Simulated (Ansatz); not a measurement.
# GaAs+ (quartet): wB97X-V, wB97M-V over a scan of the distance Ga1–As2, cc-pVDZ, part 2 of 2

Ansatz 0.2.0, Gaussian basis; cc-pVDZ, all electrons in the functionals.

### 15 wB97M-V, 2.704 Å

in.yaml

```yaml
crystal:
  periodic: [false, false, false]
  atoms:
    - {symbol: Ga, position_ang: [0.000000, 0.000000, 0.000000]}
    - {symbol: As, position_ang: [0.000000, 0.000000, 2.703500]}
basis:
  gaussian: {orbitals: cc-pVDZ}
total_charge: 1
magnetization: {spin_polarized: true, initial_magnetization: 3}
hamiltonian: {xc: {name: wB97M-V}}
output: {orbitals: {seedname: orbitals}}
```

Command:

```bash
$ ansatz run in.yaml --threads 1 --pin off --events-out ev --progress --plain --max-ram 2393MiB
```

Log (excerpt; [...] marks lines left out):

```text
Functional definition: wB97M-V
  name "wB97M-V"
  cite "Mardirossian & Head-Gordon, J. Chem. Phys. 144, 214110 (2016) doi:10.1063/1.4952647"
  cite "Becke, J. Chem. Phys. 107, 8554 (1997) doi:10.1063/1.475007"
  cite "Vydrov & Van Voorhis, J. Chem. Phys. 133, 244103 (2010) doi:10.1063/1.3521275"
  # Of w^i u^j: cxij and so on, Table III.
[...]
  gx(w, u) = 1 - cx + cx01*u + cx10*w
  gss(w, u) = css00 + css04*u^4 + css10*w + css20*w^2 + css43*w^4*u^3
  gos(w, u) = cos00 + cos10*w + (cos20 + cos21*u)*w^2 + (cos60 + cos61*u)*w^6
[...]
      + integral(e_c_pw_mod_opposite_spin*gos(b97_w_opposite, b97_u_opposite)) + vv10(b, c)
650 factors; integrals over basis functions are off by at most 8.0e-4 eV
161 factors; integrals over basis functions are off by at most 1.1e-5 eV
[...]
mean field -113203.20381711 eV, -4160.1410083914 hartree, gradient 1.7e-5 eV, S^2 3.759384; 0 other end points of the search recorded, 0 dependent functions left out
reference -113203.20384991 eV, -4160.1410095967 hartree; 33, 30 occupied and 21, 24 virtual orbitals, 650 factors
Total energy: -113203.20384991 eV, -4160.1410095967 hartree
```

Wall time 9.5 s (1 thread of Arm Neoverse V1, shared host); peak memory 0.26 GiB.

From the report: ⟨S²⟩ of the determinant 3.759 (pure quartet: 3.75).

### 16 wB97M-V, 3.004 Å

in.yaml

```yaml
crystal:
  periodic: [false, false, false]
  atoms:
    - {symbol: Ga, position_ang: [0.000000, 0.000000, 0.000000]}
    - {symbol: As, position_ang: [0.000000, 0.000000, 3.004000]}
basis:
  gaussian: {orbitals: cc-pVDZ}
total_charge: 1
magnetization: {spin_polarized: true, initial_magnetization: 3}
hamiltonian: {xc: {name: wB97M-V}}
output: {forces: true, orbitals: {seedname: orbitals}}
```

The command is unchanged.

Log (excerpt; [...] marks lines left out):

```text
Functional definition: wB97M-V
  name "wB97M-V"
  cite "Mardirossian & Head-Gordon, J. Chem. Phys. 144, 214110 (2016) doi:10.1063/1.4952647"
  cite "Becke, J. Chem. Phys. 107, 8554 (1997) doi:10.1063/1.475007"
  cite "Vydrov & Van Voorhis, J. Chem. Phys. 133, 244103 (2010) doi:10.1063/1.3521275"
  # Of w^i u^j: cxij and so on, Table III.
[...]
  gx(w, u) = 1 - cx + cx01*u + cx10*w
  gss(w, u) = css00 + css04*u^4 + css10*w + css20*w^2 + css43*w^4*u^3
  gos(w, u) = cos00 + cos10*w + (cos20 + cos21*u)*w^2 + (cos60 + cos61*u)*w^6
[...]
      + integral(e_c_pw_mod_opposite_spin*gos(b97_w_opposite, b97_u_opposite)) + vv10(b, c)
650 factors; integrals over basis functions are off by at most 8.5e-4 eV
161 factors; integrals over basis functions are off by at most 1.4e-5 eV
[...]
mean field -113203.19237902 eV, -4160.1405880493 hartree, gradient 1.6e-5 eV, S^2 3.756101; 0 other end points of the search recorded, 0 dependent functions left out
[...]
reference -113203.19241290 eV, -4160.1405892944 hartree; 33, 30 occupied and 21, 24 virtual orbitals, 650 factors
Total energy: -113203.19241290 eV, -4160.1405892944 hartree
Atom 0 at     0.000000     0.000000     0.000000 Å, force     0.000000     0.000000     0.204658 eV/Å
Atom 1 at     0.000000     0.000000     3.004000 Å, force    -0.000000    -0.000000    -0.204658 eV/Å
Dipole moment:     0.000000     0.000000    -0.777483 e Å
```

Run time: 11 s. Hardware: 1 thread of Arm Neoverse V1, shared host; peak memory 0.26 GiB.

From the report: ⟨S²⟩ of the determinant 3.756 (pure quartet: 3.75).

From 2.704 Å: +1.1 kJ/mol.

### 17 wB97M-V, 3.256 Å

in.yaml

```yaml
crystal:
  periodic: [false, false, false]
  atoms:
    - {symbol: Ga, position_ang: [0.000000, 0.000000, 0.000000]}
    - {symbol: As, position_ang: [0.000000, 0.000000, 3.256000]}
basis:
  gaussian: {orbitals: cc-pVDZ}
total_charge: 1
magnetization: {spin_polarized: true, initial_magnetization: 3}
hamiltonian: {xc: {name: wB97M-V}}
output: {orbitals: {seedname: orbitals}}
```

The command is unchanged.

Log (excerpt; [...] marks lines left out):

```text
Functional definition: wB97M-V
  name "wB97M-V"
  cite "Mardirossian & Head-Gordon, J. Chem. Phys. 144, 214110 (2016) doi:10.1063/1.4952647"
  cite "Becke, J. Chem. Phys. 107, 8554 (1997) doi:10.1063/1.475007"
  cite "Vydrov & Van Voorhis, J. Chem. Phys. 133, 244103 (2010) doi:10.1063/1.3521275"
  # Of w^i u^j: cxij and so on, Table III.
[...]
  gx(w, u) = 1 - cx + cx01*u + cx10*w
  gss(w, u) = css00 + css04*u^4 + css10*w + css20*w^2 + css43*w^4*u^3
  gos(w, u) = cos00 + cos10*w + (cos20 + cos21*u)*w^2 + (cos60 + cos61*u)*w^6
[...]
      + integral(e_c_pw_mod_opposite_spin*gos(b97_w_opposite, b97_u_opposite)) + vv10(b, c)
650 factors; integrals over basis functions are off by at most 6.3e-4 eV
161 factors; integrals over basis functions are off by at most 1.6e-5 eV
[...]
mean field -113203.12457671 eV, -4160.1380963605 hartree, gradient 7.2e-5 eV, S^2 3.753728; 0 other end points of the search recorded, 0 dependent functions left out
reference -113203.12461152 eV, -4160.1380976395 hartree; 33, 30 occupied and 21, 24 virtual orbitals, 650 factors
Total energy: -113203.12461152 eV, -4160.1380976395 hartree
```

It took 9.5 s on 1 thread of Arm Neoverse V1, shared host; peak memory 0.26 GiB.

From the report: ⟨S²⟩ of the determinant 3.754 (pure quartet: 3.75).

From 2.704 Å: +7.6 kJ/mol.

### 18 wB97M-V, 3.757 Å

in.yaml, as its differences from that of step 17:

```diff
@@ -4,3 +4,3 @@
     - {symbol: Ga, position_ang: [0.000000, 0.000000, 0.000000]}
-    - {symbol: As, position_ang: [0.000000, 0.000000, 3.256000]}
+    - {symbol: As, position_ang: [0.000000, 0.000000, 3.757000]}
 basis:
```

The command is unchanged.

Log (excerpt; [...] marks lines left out):

```text
Functional definition: wB97M-V
  name "wB97M-V"
  cite "Mardirossian & Head-Gordon, J. Chem. Phys. 144, 214110 (2016) doi:10.1063/1.4952647"
  cite "Becke, J. Chem. Phys. 107, 8554 (1997) doi:10.1063/1.475007"
  cite "Vydrov & Van Voorhis, J. Chem. Phys. 133, 244103 (2010) doi:10.1063/1.3521275"
  # Of w^i u^j: cxij and so on, Table III.
[...]
  gx(w, u) = 1 - cx + cx01*u + cx10*w
  gss(w, u) = css00 + css04*u^4 + css10*w + css20*w^2 + css43*w^4*u^3
  gos(w, u) = cos00 + cos10*w + (cos20 + cos21*u)*w^2 + (cos60 + cos61*u)*w^6
[...]
      + integral(e_c_pw_mod_opposite_spin*gos(b97_w_opposite, b97_u_opposite)) + vv10(b, c)
650 factors; integrals over basis functions are off by at most 4.3e-4 eV
161 factors; integrals over basis functions are off by at most 1.7e-5 eV
[...]
mean field -113202.96367468 eV, -4160.1321833197 hartree, gradient 7.3e-5 eV, S^2 3.751342; 0 other end points of the search recorded, 0 dependent functions left out
reference -113202.96371125 eV, -4160.1321846638 hartree; 33, 30 occupied and 21, 24 virtual orbitals, 650 factors
Total energy: -113202.96371125 eV, -4160.1321846638 hartree
```

Run time: 8.5 s. Hardware: 1 thread of Arm Neoverse V1, shared host; peak memory 0.26 GiB.

From the report: ⟨S²⟩ of the determinant 3.751 (pure quartet: 3.75).

From 2.704 Å: +23.2 kJ/mol.

### 19 wB97M-V, 4.338 Å

in.yaml

```yaml
crystal:
  periodic: [false, false, false]
  atoms:
    - {symbol: Ga, position_ang: [0.000000, 0.000000, 0.000000]}
    - {symbol: As, position_ang: [0.000000, 0.000000, 4.338000]}
basis:
  gaussian: {orbitals: cc-pVDZ}
total_charge: 1
magnetization: {spin_polarized: true, initial_magnetization: 3}
hamiltonian: {xc: {name: wB97M-V}}
output: {forces: true, orbitals: {seedname: orbitals}}
```

Same command.

Log (excerpt; [...] marks lines left out):

```text
Functional definition: wB97M-V
  name "wB97M-V"
  cite "Mardirossian & Head-Gordon, J. Chem. Phys. 144, 214110 (2016) doi:10.1063/1.4952647"
  cite "Becke, J. Chem. Phys. 107, 8554 (1997) doi:10.1063/1.475007"
  cite "Vydrov & Van Voorhis, J. Chem. Phys. 133, 244103 (2010) doi:10.1063/1.3521275"
  # Of w^i u^j: cxij and so on, Table III.
[...]
  gx(w, u) = 1 - cx + cx01*u + cx10*w
  gss(w, u) = css00 + css04*u^4 + css10*w + css20*w^2 + css43*w^4*u^3
  gos(w, u) = cos00 + cos10*w + (cos20 + cos21*u)*w^2 + (cos60 + cos61*u)*w^6
[...]
      + integral(e_c_pw_mod_opposite_spin*gos(b97_w_opposite, b97_u_opposite)) + vv10(b, c)
650 factors; integrals over basis functions are off by at most 2.6e-4 eV
161 factors; integrals over basis functions are off by at most 1.7e-5 eV
[...]
mean field -113202.82328544 eV, -4160.1270241103 hartree, gradient 2.7e-5 eV, S^2 3.750535; 0 other end points of the search recorded, 0 dependent functions left out
[...]
reference -113202.82332391 eV, -4160.1270255242 hartree; 33, 30 occupied and 21, 24 virtual orbitals, 650 factors
Total energy: -113202.82332391 eV, -4160.1270255242 hartree
Atom 0 at     0.000000     0.000000     0.000000 Å, force    -0.000000    -0.000000     0.178855 eV/Å
Atom 1 at     0.000000     0.000000     4.338000 Å, force     0.000000     0.000000    -0.178855 eV/Å
Dipole moment:     0.000000    -0.000000    -1.912482 e Å
```

Run time: 9.5 s. Hardware: 1 thread of Arm Neoverse V1, shared host; peak memory 0.26 GiB.

From the report: ⟨S²⟩ of the determinant 3.751 (pure quartet: 3.75).

From 2.704 Å: +36.7 kJ/mol.

### 20 wB97M-V, 4.949 Å

in.yaml, as its differences from that of step 19:

```diff
@@ -4,3 +4,3 @@
     - {symbol: Ga, position_ang: [0.000000, 0.000000, 0.000000]}
-    - {symbol: As, position_ang: [0.000000, 0.000000, 4.338000]}
+    - {symbol: As, position_ang: [0.000000, 0.000000, 4.949000]}
 basis:
```

The command is unchanged.

Log (excerpt; [...] marks lines left out):

```text
Functional definition: wB97M-V
  name "wB97M-V"
  cite "Mardirossian & Head-Gordon, J. Chem. Phys. 144, 214110 (2016) doi:10.1063/1.4952647"
  cite "Becke, J. Chem. Phys. 107, 8554 (1997) doi:10.1063/1.475007"
  cite "Vydrov & Van Voorhis, J. Chem. Phys. 133, 244103 (2010) doi:10.1063/1.3521275"
  # Of w^i u^j: cxij and so on, Table III.
[...]
  gx(w, u) = 1 - cx + cx01*u + cx10*w
  gss(w, u) = css00 + css04*u^4 + css10*w + css20*w^2 + css43*w^4*u^3
  gos(w, u) = cos00 + cos10*w + (cos20 + cos21*u)*w^2 + (cos60 + cos61*u)*w^6
[...]
      + integral(e_c_pw_mod_opposite_spin*gos(b97_w_opposite, b97_u_opposite)) + vv10(b, c)
650 factors; integrals over basis functions are off by at most 1.5e-4 eV
161 factors; integrals over basis functions are off by at most 1.8e-5 eV
[...]
mean field -113202.74621133 eV, -4160.1241916891 hartree, gradient 4.9e-5 eV, S^2 3.750382; 0 other end points of the search recorded, 0 dependent functions left out
[...]
reference -113202.74625170 eV, -4160.1241931727 hartree; 33, 30 occupied and 21, 24 virtual orbitals, 650 factors
Total energy: -113202.74625170 eV, -4160.1241931727 hartree
Atom 0 at     0.000000     0.000000     0.000000 Å, force     0.000000     0.000000     0.085054 eV/Å
Atom 1 at     0.000000     0.000000     4.949000 Å, force    -0.000000     0.000000    -0.085054 eV/Å
Dipole moment:     0.000000    -0.000000    -2.365138 e Å
```

Wall time 9.5 s (1 thread of Arm Neoverse V1, shared host); peak memory 0.26 GiB.

From the report: ⟨S²⟩ of the determinant 3.750 (pure quartet: 3.75).

From 2.704 Å: +44.2 kJ/mol.

### 21 wB97M-V, 5.884 Å

in.yaml

```yaml
crystal:
  periodic: [false, false, false]
  atoms:
    - {symbol: Ga, position_ang: [0.000000, 0.000000, 0.000000]}
    - {symbol: As, position_ang: [0.000000, 0.000000, 5.884000]}
basis:
  gaussian: {orbitals: cc-pVDZ}
total_charge: 1
magnetization: {spin_polarized: true, initial_magnetization: 3}
hamiltonian: {xc: {name: wB97M-V}}
output: {orbitals: {seedname: orbitals}}
```

The command is unchanged.

Log (excerpt; [...] marks lines left out):

```text
Functional definition: wB97M-V
  name "wB97M-V"
  cite "Mardirossian & Head-Gordon, J. Chem. Phys. 144, 214110 (2016) doi:10.1063/1.4952647"
  cite "Becke, J. Chem. Phys. 107, 8554 (1997) doi:10.1063/1.475007"
  cite "Vydrov & Van Voorhis, J. Chem. Phys. 133, 244103 (2010) doi:10.1063/1.3521275"
  # Of w^i u^j: cxij and so on, Table III.
[...]
  gx(w, u) = 1 - cx + cx01*u + cx10*w
  gss(w, u) = css00 + css04*u^4 + css10*w + css20*w^2 + css43*w^4*u^3
  gos(w, u) = cos00 + cos10*w + (cos20 + cos21*u)*w^2 + (cos60 + cos61*u)*w^6
[...]
      + integral(e_c_pw_mod_opposite_spin*gos(b97_w_opposite, b97_u_opposite)) + vv10(b, c)
650 factors; integrals over basis functions are off by at most 2.3e-4 eV
161 factors; integrals over basis functions are off by at most 1.8e-5 eV
[...]
mean field -113202.69746499 eV, -4160.1224002943 hartree, gradient 4.6e-5 eV, S^2 3.750361; 0 other end points of the search recorded, 0 dependent functions left out
reference -113202.69750819 eV, -4160.1224018818 hartree; 33, 30 occupied and 21, 24 virtual orbitals, 650 factors
Total energy: -113202.69750819 eV, -4160.1224018818 hartree
```

Run time: 7.5 s. Hardware: 1 thread of Arm Neoverse V1, shared host; peak memory 0.25 GiB.

From the report: ⟨S²⟩ of the determinant 3.750 (pure quartet: 3.75).

From 2.704 Å: +48.9 kJ/mol.

### 22 wB97M-V, 7.386 Å

in.yaml

```yaml
crystal:
  periodic: [false, false, false]
  atoms:
    - {symbol: Ga, position_ang: [0.000000, 0.000000, 0.000000]}
    - {symbol: As, position_ang: [0.000000, 0.000000, 7.386000]}
basis:
  gaussian: {orbitals: cc-pVDZ}
total_charge: 1
magnetization: {spin_polarized: true, initial_magnetization: 3}
hamiltonian: {xc: {name: wB97M-V}}
output: {forces: true, orbitals: {seedname: orbitals}}
```

Same command.

Log (excerpt; [...] marks lines left out):

```text
Functional definition: wB97M-V
  name "wB97M-V"
  cite "Mardirossian & Head-Gordon, J. Chem. Phys. 144, 214110 (2016) doi:10.1063/1.4952647"
  cite "Becke, J. Chem. Phys. 107, 8554 (1997) doi:10.1063/1.475007"
  cite "Vydrov & Van Voorhis, J. Chem. Phys. 133, 244103 (2010) doi:10.1063/1.3521275"
  # Of w^i u^j: cxij and so on, Table III.
[...]
  gx(w, u) = 1 - cx + cx01*u + cx10*w
  gss(w, u) = css00 + css04*u^4 + css10*w + css20*w^2 + css43*w^4*u^3
  gos(w, u) = cos00 + cos10*w + (cos20 + cos21*u)*w^2 + (cos60 + cos61*u)*w^6
[...]
      + integral(e_c_pw_mod_opposite_spin*gos(b97_w_opposite, b97_u_opposite)) + vv10(b, c)
650 factors; integrals over basis functions are off by at most 5.3e-5 eV
161 factors; integrals over basis functions are off by at most 1.9e-5 eV
[...]
mean field -113202.67894869 eV, -4160.1217198326 hartree, gradient 4.1e-5 eV, S^2 3.750359; 0 other end points of the search recorded, 0 dependent functions left out
[...]
reference -113202.67899614 eV, -4160.1217215764 hartree; 33, 30 occupied and 21, 24 virtual orbitals, 650 factors
Total energy: -113202.67899614 eV, -4160.1217215764 hartree
Atom 0 at     0.000000     0.000000     0.000000 Å, force    -0.000000     0.000000     0.004113 eV/Å
Atom 1 at     0.000000     0.000000     7.386000 Å, force    -0.000000     0.000000    -0.004113 eV/Å
Dipole moment:     0.000000    -0.000000    -3.765929 e Å
```

Run time: 8 s. Hardware: 1 thread of Arm Neoverse V1, shared host; peak memory 0.25 GiB.

From the report: ⟨S²⟩ of the determinant 3.750 (pure quartet: 3.75).

From 2.704 Å: +50.6 kJ/mol.

### 23 wB97M-V, 9.290 Å

in.yaml, as its differences from that of step 22:

```diff
@@ -4,3 +4,3 @@
     - {symbol: Ga, position_ang: [0.000000, 0.000000, 0.000000]}
-    - {symbol: As, position_ang: [0.000000, 0.000000, 7.386000]}
+    - {symbol: As, position_ang: [0.000000, 0.000000, 9.290000]}
 basis:
```

Same command.

Log (excerpt; [...] marks lines left out):

```text
Functional definition: wB97M-V
  name "wB97M-V"
  cite "Mardirossian & Head-Gordon, J. Chem. Phys. 144, 214110 (2016) doi:10.1063/1.4952647"
  cite "Becke, J. Chem. Phys. 107, 8554 (1997) doi:10.1063/1.475007"
  cite "Vydrov & Van Voorhis, J. Chem. Phys. 133, 244103 (2010) doi:10.1063/1.3521275"
  # Of w^i u^j: cxij and so on, Table III.
[...]
  gx(w, u) = 1 - cx + cx01*u + cx10*w
  gss(w, u) = css00 + css04*u^4 + css10*w + css20*w^2 + css43*w^4*u^3
  gos(w, u) = cos00 + cos10*w + (cos20 + cos21*u)*w^2 + (cos60 + cos61*u)*w^6
[...]
      + integral(e_c_pw_mod_opposite_spin*gos(b97_w_opposite, b97_u_opposite)) + vv10(b, c)
650 factors; integrals over basis functions are off by at most 5.3e-5 eV
161 factors; integrals over basis functions are off by at most 1.9e-5 eV
[...]
mean field -113202.67504351 eV, -4160.1215763198 hartree, gradient 8.7e-5 eV, S^2 3.750359; 0 other end points of the search recorded, 0 dependent functions left out
[...]
reference -113202.67509446 eV, -4160.1215781922 hartree; 33, 30 occupied and 21, 24 virtual orbitals, 650 factors
Total energy: -113202.67509446 eV, -4160.1215781922 hartree
Atom 0 at     0.000000     0.000000     0.000000 Å, force     0.000000    -0.000000     0.001019 eV/Å
Atom 1 at     0.000000     0.000000     9.290000 Å, force    -0.000000    -0.000000    -0.001019 eV/Å
Dipole moment:    -0.000000    -0.000000    -4.763872 e Å
```

Wall time 8 s (1 thread of Arm Neoverse V1, shared host); peak memory 0.25 GiB.

From the report: ⟨S²⟩ of the determinant 3.750 (pure quartet: 3.75).

From 2.704 Å: +51.0 kJ/mol.

### 24 The comparison

The yardstick is full CI for this spin, exact in this basis with these frozen cores. It comes from earlier runs at the same points. Energies in kJ/mol, counted from 2.704 Å; blanks weren't run or aren't comparable.

```csv
level,2.128 Å,2.468 Å,2.704 Å,3.004 Å,3.256 Å,3.757 Å,4.338 Å,4.949 Å,5.884 Å,7.386 Å,9.290 Å
FCI,129.6,19.2,0.0,-3.7,-0.5,9.0,17.9,23.6,27.3,28.7,29.1
wB97X-V,99.7,11.0,0.0,3.1,10.5,25.9,38.5,45.7,50.1,51.7,52.1
wB97M-V,106.1,13.3,0.0,1.1,7.6,23.2,36.7,44.2,48.9,50.6,51.0
```

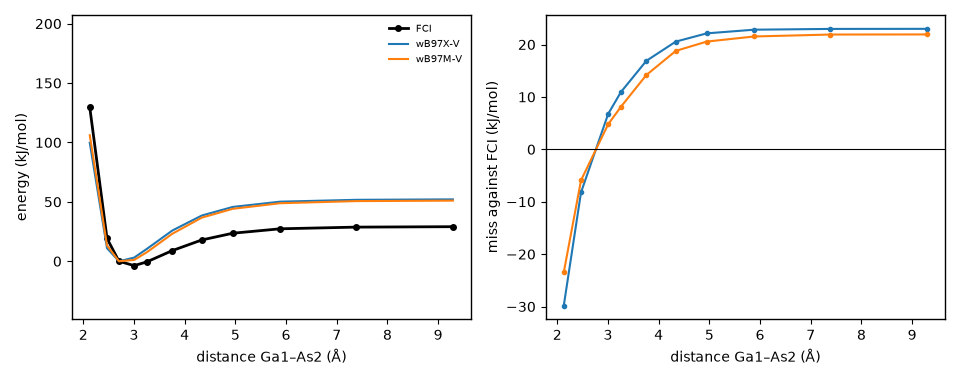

Left: the curves (the axis may cut off levels that run far away). Right: misses against FCI, in the same colours.

Largest miss and mean time a point (FCI took 2.8 min a point; shared hosts):

```
  level  largest miss (kJ/mol)    where  time a point
wB97X-V                  -29.8  2.128 Å         6.4 s
wB97M-V                  -23.5  2.128 Å         9.2 s
```

### 25 Summary of results

What follows sums up all 2 parts.

| quantity | value |
| --- | --- |
| span of the FCI curve | 133.2 kJ/mol |
| largest miss, wB97X-V | -29.8 kJ/mol (2.128 Å) |
| largest miss, wB97M-V | -23.5 kJ/mol (2.128 Å) |

**Reading.** Of the functionals, wB97M-V keep the smallest largest miss at the points compared (at most 23.5 kJ/mol) and wB97X-V strays most (29.8 kJ/mol, at 2.128 Å). Functionals and the yardstick converge differently with the basis, so part of each miss in cc-pVDZ is the basis.
